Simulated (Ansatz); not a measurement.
## Electronic structure of H$_{7}$NSi$_{2}$···HCl in real space

```yaml
atoms:
  - { symbol: Si, position_ang: [-1.1093, 0.3207, 0.4444] }
  - { symbol: Cl, position_ang: [0.9181, -2.6885, -1.2806] }
  - { symbol: H, position_ang: [-2.0273, -0.1909, -0.6080] }
  - { symbol: H, position_ang: [-1.8038, 1.3589, 1.2533] }
  - { symbol: N, position_ang: [-0.6891, -0.9775, 1.4925] }
  - { symbol: H, position_ang: [1.2021, -1.4427, -1.4378] }
  - { symbol: Si, position_ang: [0.6939, 1.3834, -0.6396] }
  - { symbol: H, position_ang: [-0.3040, -1.8193, 1.0912] }
  - { symbol: H, position_ang: [-0.2639, -0.7757, 2.3833] }
  - { symbol: H, position_ang: [1.6771, 1.9275, 0.3379] }
  - { symbol: H, position_ang: [1.4524, 0.4169, -1.4993] }
  - { symbol: H, position_ang: [0.2536, 2.4872, -1.5372] }
```

The product side of a reaction path; geometry: PBE0-D4/def2-TZVP.

These are results of RKS PBE0-D4/def2-TZVPP (Ansatz 0.2.0), not measurements.

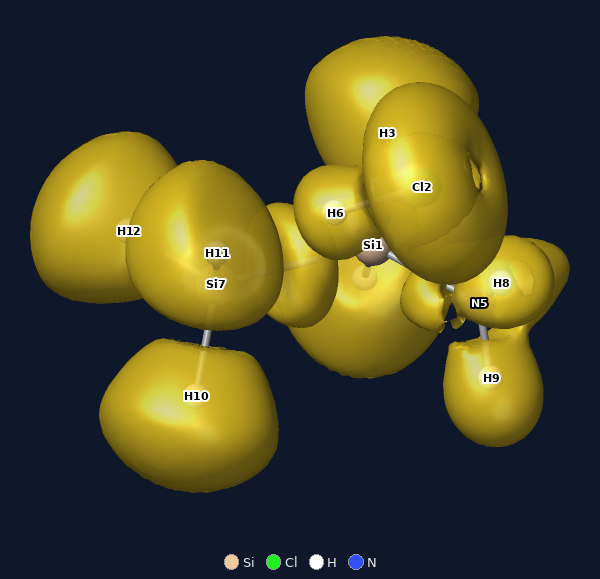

Figure 1. Isosurface of the ELF at 0.8 (yellow), seen from one side. Core shells and regions of very low density are left out.

Describe the localisation domains.

Answer. The ELF exceeds this value in one region between bonded Si–Si atoms (shared pairs), six regions around hydrogen nuclei, one ring or bowl of non-bonding electrons around Cl and one joined region spread over several atoms (H, N), in which their bonds and any lone pairs are merged. Profiles from the grid: H6···H11 (1.88 Å): the ELF dips to about 0.10 between them. Si–N (1.72 Å): the ELF peaks at about 0.90 between the atoms (a polar covalent bond).

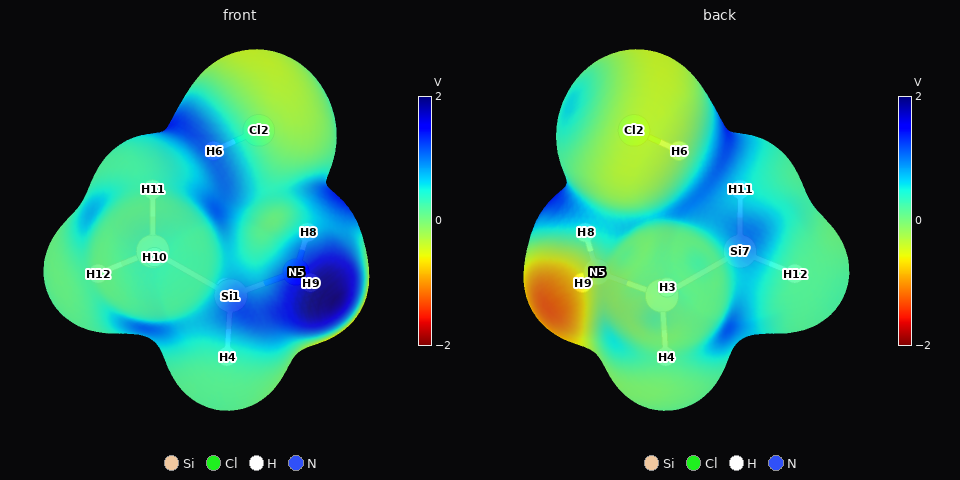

Figure 2. The molecular electrostatic potential painted on the density surface at 0.002 e/bohr³, seen from the front and from behind; red is negative and blue positive.

Where is the surface potential most negative and most positive?

Answer. The most negative region (about −1.2 V) lies over N5, the most positive (about +1.9 V) over H9. Cl2 shows a σ-hole: about +0.6 V at the tip opposite its bond, against about −0.1 V on its flanks. N5 is the likeliest acceptor of a hydrogen bond.

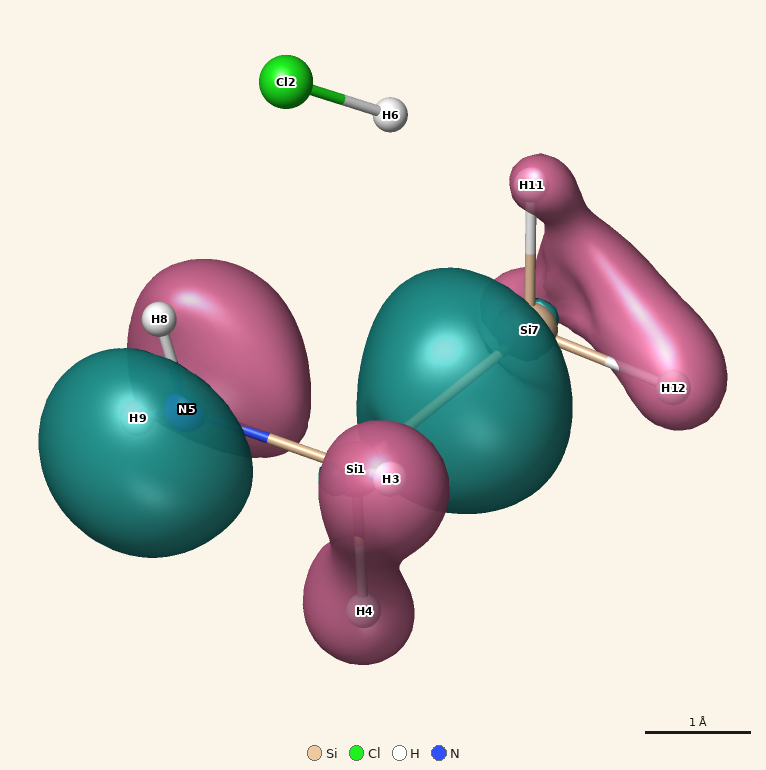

Figure 3. The HOMO at ±0.1 Å⁻³ᐟ² (teal and pink are the two phases), seen at an oblique angle.

Describe this orbital and give its energy.

Answer. It lies mainly on N5 (about 45 %), Si7 (about 20 %) and Si1 (about 15 %). Its energy is −7.14 eV.

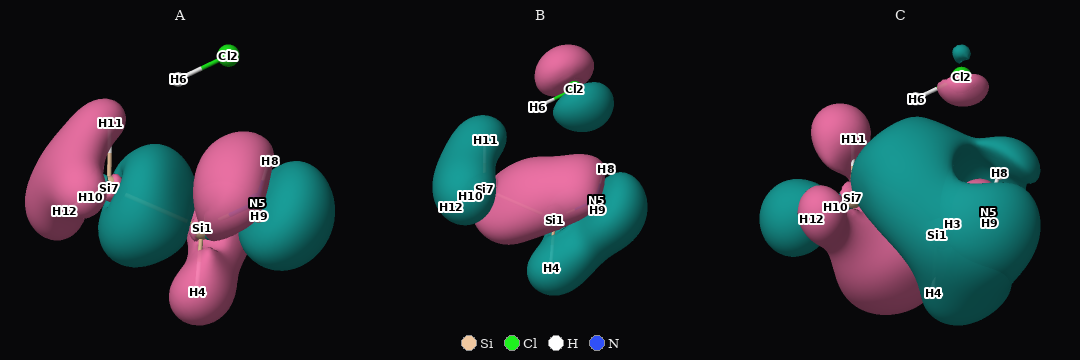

Figure 4. Three frontier orbitals at ±0.06 Å⁻³ᐟ² (teal and pink are the two phases), in no order.

Which picture is the HOMO−1, the HOMO and the LUMO?

Answer. B is the HOMO−1 (−9.16 eV). Its weight (Hirshfeld) is mainly on N5 (about 25 %), Si1 (about 25 %), Si7 (about 20 %) and Cl2 (about 10 %). A is the HOMO (−7.14 eV). It lies mainly on N5 (about 45 %), Si7 (about 20 %) and Si1 (about 15 %). C is the LUMO (−0.24 eV). By Hirshfeld shares it lies mainly on Si1 (about 35 %), Si7 (about 25 %), N5 (about 10 %), H9 (about 5 %) and H12 (about 5 %).

What is the HOMO–LUMO gap?

Answer. 6.90 eV between the orbital energies.
